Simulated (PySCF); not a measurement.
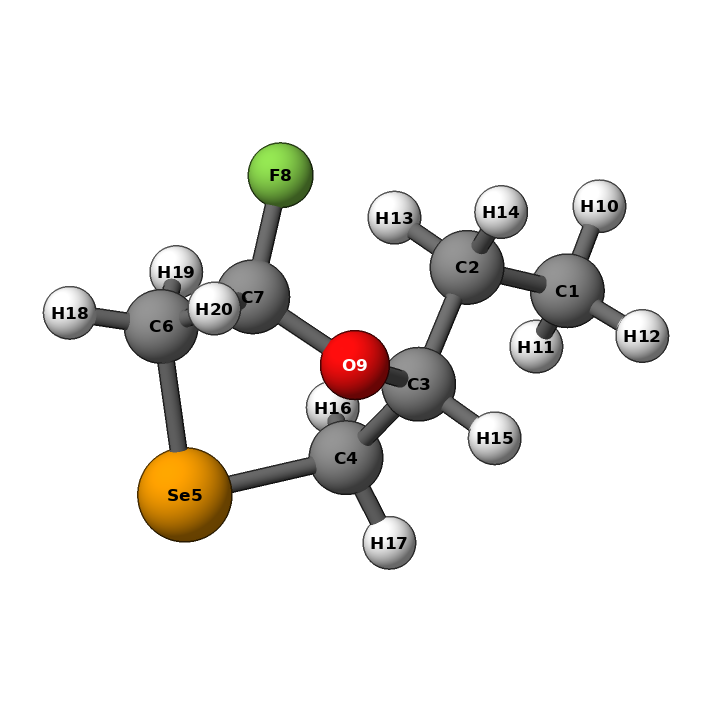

The computed structure is the end point of a GFN2-xTB optimisation. No frequency run is at hand to confirm it as a minimum. Level of theory: GIAO PBE0/pcSseg-1 NMR shielding, non-relativistic, gas phase (PySCF 2.14.0). Principal shieldings σ11 ≤ σ22 ≤ σ33, span Ω = σ33 − σ11, skew κ = 3(σiso − σ22)/Ω.

Give the shielding tensors of the F atoms.

```csv
atom,σ11,σ22,σ33,σiso,Ω,κ
F8,223.6,319.5,354.7,299.3,131.1,−0.46
```

Shieldings and span in ppm.

The geometry is semi-empirical. Around Se such bond lengths and angles can be off by a tenth of an ångström or more and by several degrees, and values that hang on the shape move with them.
